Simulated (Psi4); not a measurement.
# SiH4O4 (orthosilicic acid): M06-2X/def2-SVP

What is the vertical singlet–triplet gap of SiH4O4 (orthosilicic acid) at M06-2X/def2-SVP? 

The results are computed with Psi4 1.11.

### Step 1. The molecule

The species is SiH4O4 (9 atoms), meant as a singlet with charge 0. SMILES: `O[Si](O)(O)O`. Geometry: relaxed at PBE0-D4/def2-TZVP. This is one conformer, not always the lowest.

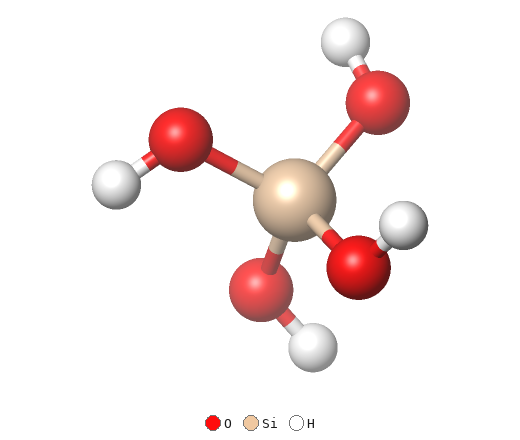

The structure, seen from a chosen angle (oxygen red, silicon light orange, hydrogen white).

### Step 2. Energy and gradient at M06-2X/def2-SVP

File calc.inp:

```
memory 2.2 GB

molecule {
  0 1
  O
  Si 1 1.630981
  O 2 1.630975 1 106.38019
  O 2 1.63098 3 106.38066 1 124.05948
  O 2 1.630982 3 115.84778 1 -117.9703
  H 1 0.958106 2 116.58611 3 36.75556
  H 3 0.958113 2 116.58438 4 -36.74079
  H 4 0.958111 2 116.58379 3 160.76572
  H 5 0.958106 2 116.58573 3 81.24287
  units angstrom
  symmetry c1
}

set {
  basis                def2-SVP
  puream               true
  e_convergence        1e-09
  d_convergence        1e-08
  scf_type             pk
  dft_radial_points    99
  dft_spherical_points 590
}

energy_value, wavefunction = gradient('m06-2x', return_wfn=True)
oeprop(wavefunction, 'MAYER_INDICES', 'QUADRUPOLE', 'WIBERG_LOWDIN_INDICES', title='M06-2X')
print_variables()
```

Started as:

```console
$ psi4 calc.inp calc.out -n 1
```

calc.out:

```text
[...]
  Running in c1 symmetry.
[...]
  Nuclear repulsion =  269.977287468162217
[...]
  Multiplicity = 1
[...]
  Nalpha       = 25
  Nbeta        = 25
[...]
    Number of basis functions: 94
[...]
   @RKS iter   1:  -592.20212596139106   -4.40564e-01   1.00633e-02 DIIS/ADIIS
[...]
   @RKS iter  10:  -592.53781282673913   -1.26192e-11   8.39180e-09 DIIS
[...]
    Orbital Energies [Eh]
    ---------------------
    Doubly Occupied:
       1A    -67.078366     2A    -19.624466     3A    -19.624442
       4A    -19.624441     5A    -19.624434     6A     -5.603751
       7A     -3.918097     8A     -3.918097     9A     -3.917940
      10A     -1.137586    11A     -1.094745    12A     -1.094744
      13A     -1.088575    14A     -0.662313    15A     -0.599149
      16A     -0.599147    17A     -0.588652    18A     -0.474837
      19A     -0.446027    20A     -0.443510    21A     -0.443508
      22A     -0.423228    23A     -0.417232    24A     -0.387681
      25A     -0.387678
[...]
  @RKS Final Energy:  -592.53781282673913
   => Energetics <=
    Nuclear Repulsion Energy =            269.9772874681622170
    One-Electron Energy =               -1356.2073037533170918
    Two-Electron Energy =                 520.9385224506191889
    DFT Exchange-Correlation Energy =     -27.2463189922035234
    Empirical Dispersion Energy =           0.0000000000000000
    VV10 Nonlocal Energy =                  0.0000000000000000
    Total Energy =                       -592.5378128267391276
[...]
  -Total Gradient:
     Atom            X                  Y                   Z
    ------   -----------------  -----------------  -----------------
       1       -0.001624920267    -0.002729538503     0.008261438288
       2       -0.000001294781    -0.000001999181     0.000004106283
       3       -0.001347746021     0.008743966383     0.000419700060
       4        0.007996102324    -0.000660879740    -0.003745674950
       5       -0.005019571689    -0.005355198651    -0.004947470350
       6        0.001829685628     0.002863684831     0.001873632293
       7        0.001345353415     0.000916565820    -0.003514765438
       8        0.000005714922    -0.003833670186    -0.000569907886
       9       -0.003183259736     0.000057451011     0.002219077183
[...]
 Multipole Moments:
 ------------------------------------------------------------------------------------
     Multipole            Electronic (a.u.)      Nuclear  (a.u.)        Total (a.u.)
 ------------------------------------------------------------------------------------
 L = 1.  Multiply by 2.5417464519 to convert [e a0] to [Debye]
 Dipole X            :         -0.0000032            0.0000274            0.0000242
 Dipole Y            :         -0.0000933            0.0002551            0.0001618
 Dipole Z            :         -0.0000855            0.0002934            0.0002078
 Magnitude           :                                                    0.0002645
 L = 2.  Multiply by 1.3450342976 to convert [e a0^2] to [Debye ang]
 Quadrupole XX       :       -142.9293864          118.7037543          -24.2256321
 Quadrupole XY       :         -8.2525711            8.2882925            0.0357214
[...]
```

Wall time 67 s (1 thread of AMD EPYC 7R43 (Zen 3), shared host); peak memory 1.2 GiB.

### Step 3. The triplet

File h4o4si.py:

```python
import psi4

psi4.set_memory('2200 MB')
psi4.set_num_threads(1)
psi4.core.set_output_file('h4o4si.out', False)

m = psi4.geometry("""
0 3
O     -0.969050     0.776350    -1.057560
Si     0.000010     0.000030    -0.000040
O      1.527610     0.433680    -0.372150
O     -0.043140    -1.629280    -0.059900
O     -0.515400     0.419370     1.489460
H     -0.639460     0.869750    -1.952330
H      2.226280    -0.135170    -0.046190
H     -0.768040    -2.056130     0.398680
H     -0.818790     1.321420     1.600040
units angstrom
symmetry c1
""")

psi4.set_options({
    'basis': 'def2-SVP',
    'reference': 'uks',
    'puream': True,
    'e_convergence': 1e-09,
    'd_convergence': 1e-08,
    'scf_type': 'pk',
    'dft_radial_points': 99,
    'dft_spherical_points': 590,
    'maxiter': 100,
})

e, wfn = psi4.gradient('m06-2x', molecule=m, return_wfn=True)
psi4.oeprop(wfn, 'LOWDIN_CHARGES', 'QUADRUPOLE', 'MAYER_INDICES')
print('gradient / Eh bohr^-1')
print(e.np.round(6))
print(f'energy = {wfn.energy():.10f} Eh')
```

Started as:

```console
$ python h4o4si.py
```

h4o4si.out, shortened:

```text
[...]
  Running in c1 symmetry.
[...]
  Nuclear repulsion =  269.977267005942508
[...]
  Multiplicity = 3
[...]
  Nalpha       = 26
  Nbeta        = 24
[...]
    Number of basis functions: 94
[...]
   @UKS iter   1:  -591.95191006611435   -1.90353e-01   8.34117e-03 DIIS/ADIIS
[...]
   @UKS iter  38:  -592.20096485586350    1.81899e-11   5.51183e-09 DIIS
[...]
   @S^2 Observed:                2.010911020E+00
[...]
  @UKS Final Energy:  -592.20096485586350
   => Energetics <=
    Nuclear Repulsion Energy =            269.9772670059425081
    One-Electron Energy =               -1353.5995853488327612
    Two-Electron Energy =                 518.5853160638370127
    DFT Exchange-Correlation Energy =     -27.1639625768103414
    Empirical Dispersion Energy =           0.0000000000000000
    VV10 Nonlocal Energy =                  0.0000000000000000
    Total Energy =                       -592.2009648558635035
[...]
  -Total Gradient:
     Atom            X                  Y                   Z
    ------   -----------------  -----------------  -----------------
       1        0.029414940749     0.003286214262    -0.008944467031
       2       -0.003701322377    -0.003196710230    -0.003884978873
       3       -0.003175524844    -0.027429424183     0.018913437963
       4       -0.014277625686     0.009662682312     0.025899545668
       5       -0.000521128139     0.024450934911    -0.023085609469
       6       -0.012775442571    -0.009137085450     0.030134307241
       7       -0.022944638334     0.017759440925    -0.014877420376
       8        0.021624673663     0.016582131001    -0.020618542077
       9        0.006346106589    -0.031986702124    -0.003546406046
[...]
 Multipole Moments:
 ------------------------------------------------------------------------------------
[...]
```

Standard output:

```text
gradient / Eh bohr^-1
[[ 0.029415  0.003286 -0.008944]
 [-0.003701 -0.003197 -0.003885]
 [-0.003176 -0.027429  0.018913]
 [-0.014278  0.009663  0.0259  ]
 [-0.000521  0.024451 -0.023086]
 [-0.012775 -0.009137  0.030134]
 [-0.022945  0.017759 -0.014877]
 [ 0.021625  0.016582 -0.020619]
 [ 0.006346 -0.031987 -0.003546]]
energy = -592.2009648559 Eh
```

Run time: 4 min. Hardware: 1 thread of AMD EPYC 7R43 (Zen 3), shared host; peak memory 1.2 GiB.

### Step 4. Summary of results

At M06-2X/def2-SVP:

| quantity | value |
| --- | --- |
| singlet: total energy | -592.53781 Eh |
| singlet: dipole moment | 0.00 D |
| singlet: HOMO energy | -10.55 eV |
| singlet: LUMO energy | 1.84 eV |
| singlet: HOMO–LUMO gap | 12.39 eV |
| singlet: largest force on an atom | 0.455 eV/Å |
| triplet: total energy | -592.20096 Eh |
| triplet: dipole moment | 0.03 D |
| triplet: HOMO energy (highest over α and β) | -1.67 eV |
| triplet: ⟨S²⟩ | 2.011 |
| triplet: largest force on an atom | 1.757 eV/Å |
| vertical energy of the triplet above the singlet | 9.166 eV |

In words: At this shape the triplet lies 9.17 eV (884 kJ/mol) above the singlet. The largest force (singlet) is 0.46 eV/Å: the shape isn't a stationary point for this species at this level.
